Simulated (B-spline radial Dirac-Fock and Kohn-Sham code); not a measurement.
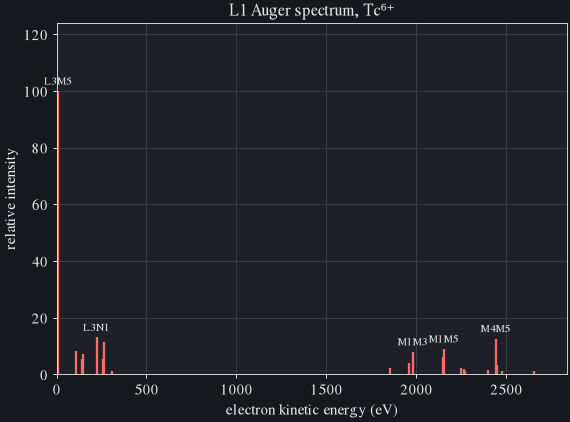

Auger and Coster–Kronig groups that fill an L1 (2s) hole, as sticks. Kinetic energies count from the vacuum level; very weak lines are left out. System: the ion Tc⁶⁺ in the configuration [Kr] 4d1, inside a Watson sphere of charge −6 and radius 1.8 Å that stands in for a crystal. Method: independent-particle Coulomb rates on relativistic LDA orbitals, configuration-average energies from Dirac–Fock (computed with a B-spline radial code). Widths ruled by Coster–Kronig decay come out up to twice the measured ones in this model.

### How wide is the L1 level from this decay?

The non-radiative width is 4.73 eV.

### Which group is strongest?

L1-L3M5 at 9.590 eV, 37 % of the non-radiative width.
